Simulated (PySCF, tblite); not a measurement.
# C₅H₆F₄O: a rotation path, then NMR shifts on frames, part 2 of 2

tblite 0.8.0 and PySCF 2.14.0. Atoms count from 0. The steps go on from the part before.

## 5. Nuclear shieldings: image 4, PBE0/pcSseg-1

What the job is given:

```
{"job": {"kind": "nmr", "xc": "PBE0", "basis": "pcSseg-1", "pop": false}, "charge": 0, "multiplicity": 1}
F     -2.780400    -0.484500     0.987800
C     -1.712300     0.287000     0.619100
O     -1.920700     0.928800    -0.597300
C     -0.865800     0.200500    -1.242500
C     -0.545900    -0.548400     0.069500
C      0.809100    -0.398000     0.769600
C      1.918800     0.188200    -0.084800
F      1.741300     1.486800    -0.364200
F      3.098400     0.101400     0.548500
F      2.067800    -0.444000    -1.257200
H     -1.527900     0.972100     1.457500
H     -0.105400     0.873500    -1.633000
H     -1.249100    -0.430600    -2.048100
H     -0.821400    -1.601500     0.012600
H      1.165600    -1.373100     1.105600
H      0.720500     0.250600     1.645600
```

Level: GIAO PBE0/pcSseg-1 NMR shielding, non-relativistic, gas phase.

The log of the run:

```text
coarse grid: 14584 points
cycle   1  E = -667.6792815036  dE =  1.690e+00  |g| = 1.100e+00  |ddm| = 3.496e+00
cycle   2  E = -667.4628108882  dE =  2.165e-01  |g| = 1.637e+00  |ddm| = 1.470e+00
cycle   3  E = -667.8807893713  dE = -4.180e-01  |g| = 8.463e-02  |ddm| = 9.152e-01
cycle   4  E = -667.8816416926  dE = -8.523e-04  |g| = 5.567e-02  |ddm| = 9.091e-02
cycle   5  E = -667.8822322863  dE = -5.906e-04  |g| = 1.097e-02  |ddm| = 4.210e-02
cycle   6  E = -667.8822489240  dE = -1.664e-05  |g| = 4.272e-03  |ddm| = 9.563e-03
cycle   7  E = -667.8822523581  dE = -3.434e-06  |g| = 4.915e-04  |ddm| = 3.171e-03
final grid: 145896 points
cycle   8  E = -667.9803962065  dE = -6.293e-05  |g| = 1.208e-02  |ddm| = 3.688e-02
cycle   9  E = -667.9803655948  dE =  3.061e-05  |g| = 1.811e-02  |ddm| = 1.809e-02
cycle  10  E = -667.9804231568  dE = -5.756e-05  |g| = 1.053e-03  |ddm| = 1.079e-02
cycle  11  E = -667.9804233678  dE = -2.110e-07  |g| = 3.917e-04  |ddm| = 1.111e-03
cycle  12  E = -667.9804233925  dE = -2.469e-08  |g| = 1.393e-04  |ddm| = 3.394e-04
cycle  13  E = -667.9804233952  dE = -2.718e-09  |g| = 2.731e-05  |ddm| = 9.225e-05
cycle  14  E = -667.9804233953  dE = -1.148e-10  |g| = 6.474e-06  |ddm| = 2.200e-05
converged SCF energy = -667.9804233953

GIAO shielding tensors (ppm)
atom      isotropic    diamagn.    paramagn.     s11        s22        s33       span
  0 F      279.440     470.499    -191.059    204.796    306.947    326.577    121.782
  1 C       62.921     247.268    -184.347     44.509     61.700     82.554     38.045
  2 O      245.628     397.856    -152.228    170.002    246.094    320.789    150.787
  3 C      117.604     247.346    -129.742     87.188    102.018    163.604     76.416
  4 C      148.206     248.479    -100.273    130.895    139.294    174.427     43.532
  5 C      149.986     248.304     -98.317    131.400    149.587    168.972     37.572
  6 C       51.625     242.283    -190.658     48.591     49.820     56.466      7.875
  7 F      247.133     475.346    -228.213    158.605    252.043    330.752    172.147
  8 F      244.180     469.629    -225.449    157.229    235.491    339.820    182.591
  9 F      256.043     475.105    -219.062    170.895    258.568    338.667    167.772
 10 H       25.847      29.730      -3.882     22.252     27.047     28.244      5.992
 11 H       26.707      30.614      -3.907     23.259     26.837     30.023      6.764
 12 H       26.779      29.527      -2.748     23.506     25.871     30.959      7.452
 13 H       28.541      31.015      -2.473     23.763     29.480     32.381      8.619
 14 H       29.131      29.366      -0.235     23.908     29.302     34.182     10.275
 15 H       29.296      29.885      -0.589     25.436     29.209     33.242      7.805
```

It took 26 s on 1 thread of Intel Xeon 6975P-C, shared host; peak memory 0.91 GiB.

In short: δ C6 135.3, C1 124.0, C3 69.3, C4 38.7, H10 5.87, H11 5.01 ppm.

## 6. NMR shieldings: image 6, PBE0/pcSseg-1

What the job is given:

```
{"job": {"kind": "nmr", "xc": "PBE0", "basis": "pcSseg-1", "pop": false}, "charge": 0, "multiplicity": 1}
F     -2.695500    -0.067900     1.114100
C     -1.562000     0.473000     0.566700
O     -1.777500     0.948500    -0.723200
C     -0.881300    -0.009300    -1.304700
C     -0.580000    -0.605000     0.086600
C      0.827900    -0.601700     0.681500
C      1.814800     0.359100     0.043300
F      1.386200     1.624900    -0.009300
F      2.967800     0.375400     0.730300
F      2.134700     0.002000    -1.211000
H     -1.215800     1.236800     1.274700
H     -0.060500     0.485200    -1.820800
H     -1.400000    -0.679400    -1.994300
H     -1.012900    -1.597500     0.215900
H      1.279200    -1.591700     0.595700
H      0.767100    -0.343300     1.742900
```

With the program's defaults for keys left out, this is: GIAO PBE0/pcSseg-1 NMR shielding, non-relativistic, gas phase.

The log of the run:

```text
coarse grid: 14584 points
cycle   1  E = -667.6831258851  dE =  1.691e+00  |g| = 1.100e+00  |ddm| = 3.501e+00
cycle   2  E = -667.4640018671  dE =  2.191e-01  |g| = 1.642e+00  |ddm| = 1.468e+00
cycle   3  E = -667.8846096659  dE = -4.206e-01  |g| = 8.543e-02  |ddm| = 9.138e-01
cycle   4  E = -667.8854984086  dE = -8.887e-04  |g| = 5.537e-02  |ddm| = 8.925e-02
cycle   5  E = -667.8860809834  dE = -5.826e-04  |g| = 1.124e-02  |ddm| = 4.127e-02
cycle   6  E = -667.8860990753  dE = -1.809e-05  |g| = 4.250e-03  |ddm| = 9.915e-03
cycle   7  E = -667.8861024717  dE = -3.396e-06  |g| = 5.374e-04  |ddm| = 3.170e-03
final grid: 145896 points
cycle   8  E = -667.9826219083  dE = -6.523e-05  |g| = 1.227e-02  |ddm| = 4.008e-02
cycle   9  E = -667.9825898713  dE =  3.204e-05  |g| = 1.846e-02  |ddm| = 1.834e-02
cycle  10  E = -667.9826499068  dE = -6.004e-05  |g| = 1.103e-03  |ddm| = 1.088e-02
cycle  11  E = -667.9826501448  dE = -2.380e-07  |g| = 3.742e-04  |ddm| = 1.131e-03
cycle  12  E = -667.9826501669  dE = -2.210e-08  |g| = 1.452e-04  |ddm| = 3.398e-04
cycle  13  E = -667.9826501698  dE = -2.932e-09  |g| = 2.718e-05  |ddm| = 9.327e-05
cycle  14  E = -667.9826501700  dE = -1.162e-10  |g| = 6.267e-06  |ddm| = 2.141e-05
converged SCF energy = -667.9826501700

GIAO shielding tensors (ppm)
atom      isotropic    diamagn.    paramagn.     s11        s22        s33       span
  0 F      283.025     470.689    -187.663    205.748    309.722    333.607    127.860
  1 C       64.984     247.179    -182.195     45.123     67.243     82.586     37.463
  2 O      246.829     397.704    -150.875    169.685    248.524    322.277    152.592
  3 C      118.131     247.486    -129.354     88.044    103.178    163.171     75.126
  4 C      146.520     249.072    -102.552    128.937    139.708    170.916     41.979
  5 C      150.311     248.565     -98.255    134.809    149.108    167.014     32.205
  6 C       51.619     241.866    -190.247     48.486     50.161     56.210      7.724
  7 F      256.829     475.993    -219.163    169.396    266.227    334.865    165.469
  8 F      243.531     469.875    -226.344    156.906    234.281    339.406    182.501
  9 F      248.351     474.552    -226.200    158.621    250.431    336.002    177.381
 10 H       25.724      29.991      -4.267     21.799     27.183     28.191      6.392
 11 H       26.726      30.614      -3.888     22.884     27.627     29.668      6.784
 12 H       26.795      29.318      -2.523     23.682     25.333     31.370      7.688
 13 H       28.687      30.980      -2.293     24.034     29.271     32.756      8.722
 14 H       29.337      29.101       0.236     24.200     29.141     34.669     10.469
 15 H       29.300      29.650      -0.350     25.014     29.225     33.660      8.646
```

It took 23 s on 1 thread of Intel Xeon 6975P-C, shared host; peak memory 0.9 GiB.

In short: δ C6 135.3, C1 121.9, C3 68.8, C4 40.4, H10 5.99, H11 4.99 ppm.

## 7. NMR shieldings: image 8, PBE0/pcSseg-1

What the job is given:

```
{"job": {"kind": "nmr", "xc": "PBE0", "basis": "pcSseg-1", "pop": false}, "charge": 0, "multiplicity": 1}
F     -2.590700     0.258900     1.148600
C     -1.459300     0.610900     0.460300
O     -1.728900     0.879800    -0.880800
C     -0.936200    -0.224400    -1.341800
C     -0.594100    -0.609900     0.109900
C      0.852900    -0.685900     0.582800
C      1.761400     0.474000     0.207600
F      1.297400     1.671800     0.582100
F      2.957300     0.331200     0.803000
F      2.008500     0.550900    -1.107100
H     -1.024100     1.454100     1.007500
H     -0.109800     0.117400    -1.964700
H     -1.537300    -0.954100    -1.888800
H     -1.096300    -1.527000     0.423500
H      1.321200    -1.584400     0.172700
H      0.870300    -0.754200     1.673800
```

Level: GIAO PBE0/pcSseg-1 NMR shielding, non-relativistic, gas phase.

The log of the run:

```text
coarse grid: 14584 points
cycle   1  E = -667.6849812259  dE =  1.687e+00  |g| = 1.099e+00  |ddm| = 3.491e+00
cycle   2  E = -667.4649729170  dE =  2.200e-01  |g| = 1.642e+00  |ddm| = 1.511e+00
cycle   3  E = -667.8860641558  dE = -4.211e-01  |g| = 8.620e-02  |ddm| = 9.481e-01
cycle   4  E = -667.8869760321  dE = -9.119e-04  |g| = 5.574e-02  |ddm| = 9.029e-02
cycle   5  E = -667.8875622552  dE = -5.862e-04  |g| = 1.150e-02  |ddm| = 4.263e-02
cycle   6  E = -667.8875815802  dE = -1.932e-05  |g| = 4.204e-03  |ddm| = 1.036e-02
cycle   7  E = -667.8875849225  dE = -3.342e-06  |g| = 5.654e-04  |ddm| = 3.201e-03
final grid: 145896 points
cycle   8  E = -667.9841871277  dE = -5.386e-05  |g| = 1.220e-02  |ddm| = 2.994e-02
cycle   9  E = -667.9841546044  dE =  3.252e-05  |g| = 1.849e-02  |ddm| = 1.866e-02
cycle  10  E = -667.9842145196  dE = -5.992e-05  |g| = 1.017e-03  |ddm| = 1.124e-02
cycle  11  E = -667.9842147170  dE = -1.974e-07  |g| = 3.851e-04  |ddm| = 1.080e-03
cycle  12  E = -667.9842147409  dE = -2.383e-08  |g| = 1.341e-04  |ddm| = 3.383e-04
cycle  13  E = -667.9842147434  dE = -2.507e-09  |g| = 2.579e-05  |ddm| = 8.801e-05
cycle  14  E = -667.9842147435  dE = -1.080e-10  |g| = 6.463e-06  |ddm| = 2.065e-05
converged SCF energy = -667.9842147435

GIAO shielding tensors (ppm)
atom      isotropic    diamagn.    paramagn.     s11        s22        s33       span
  0 F      286.190     471.109    -184.919    204.900    312.521    341.150    136.250
  1 C       67.813     246.807    -178.994     45.364     72.582     85.493     40.129
  2 O      249.057     397.822    -148.765    169.828    250.840    326.503    156.675
  3 C      118.310     248.088    -129.778     87.722    102.693    164.515     76.792
  4 C      144.408     248.754    -104.347    128.146    137.347    167.730     39.585
  5 C      151.505     248.132     -96.627    138.289    148.263    167.963     29.674
  6 C       51.476     241.763    -190.287     48.324     49.667     56.436      8.113
  7 F      257.707     475.634    -217.927    171.561    265.426    336.133    164.573
  8 F      240.238     469.836    -229.598    152.720    228.987    339.006    186.286
  9 F      251.735     474.701    -222.967    164.696    254.913    335.595    170.899
 10 H       25.326      30.048      -4.722     20.823     26.393     28.761      7.938
 11 H       26.728      30.556      -3.828     23.073     27.967     29.146      6.073
 12 H       26.901      29.307      -2.406     23.874     25.146     31.683      7.810
 13 H       28.646      30.901      -2.256     24.312     29.034     32.590      8.278
 14 H       29.473      29.008       0.464     24.716     28.990     34.712      9.996
 15 H       29.297      29.234       0.063     24.442     29.209     34.241      9.799
```

Run time: 23 s. Hardware: 1 thread of Intel Xeon 6975P-C, shared host; peak memory 0.88 GiB.

Key values: δ C6 135.4, C1 119.1, C3 68.6, C4 42.5, H10 6.39, H11 4.99 ppm.

## 8. Comparing the runs: NMR shifts

Shifts (ppm) of some atoms, chosen among heavy atoms and hydrogens apart, with basis size and wall time:

```tsv
frame	C3	H10	H11	F8	F7	F9	F0	functions	time
image 0	73.8	5.89	4.49	-78.9	-88.4	-88.7	-117.4	200	24 s
image 2	69.3	5.86	4.99	-74.3	-79.2	-88.9	-113.6	200	24 s
image 4	69.3	5.87	5.01	-73.2	-76.2	-85.1	-108.5	200	26 s
image 6	68.8	5.99	4.99	-72.6	-85.9	-77.4	-112.1	200	23 s
image 8	68.6	6.39	4.99	-69.3	-86.8	-80.8	-115.2	200	23 s
```

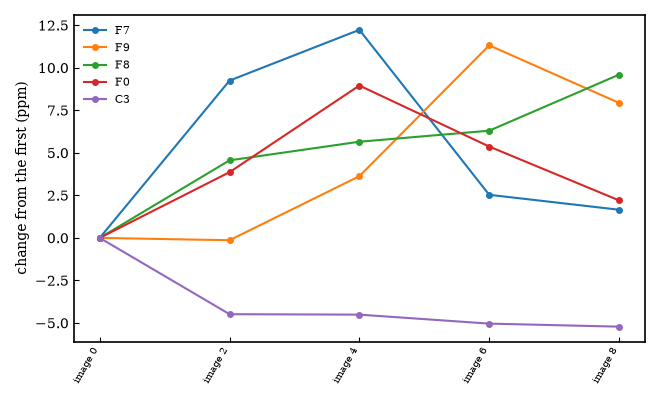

How five of the tabulated atoms move from run to run.

## 9. Results

What follows sums up all 2 parts.

| quantity | value |
| --- | --- |
| barrier | 0.162 eV (3.7 kcal/mol) at image 4 |
| end to end (GFN2-xTB) | 0.083 eV |
| 13C shifts against TMS (PBE0/pcSseg-1, image 0) | 135.2, 119.9, 73.8, 41.1, 39.7 ppm |
| 1H shifts against TMS (PBE0/pcSseg-1, image 0) | 5.89, 5.00, 4.49, 3.21, 2.45, 2.41 ppm |
| 19F shifts against CFCl3 (PBE0/pcSseg-1, image 0) | -78.9, -88.4, -88.7, -117.4 ppm |
| 17O shifts against H2O (PBE0/pcSseg-1, image 0) | 90.3 ppm |
| range of the shift of F7 | -88.4 to -76.2 ppm |

What this shows: Along the band the dihedral turns by 126°, and the top (dihedral -17°) lies 3.7 kcal/mol above the start (GFN2-xTB, rough), so at room temperature this motion is fast. The top was not checked by a frequency run. Shifts at one fixed geometry are not the observed spectrum, which averages over the motion. In ppm, F7 moves most: its shift spreads over 12.2 ppm, from -88.4 (image 0) to -76.2 (image 4).
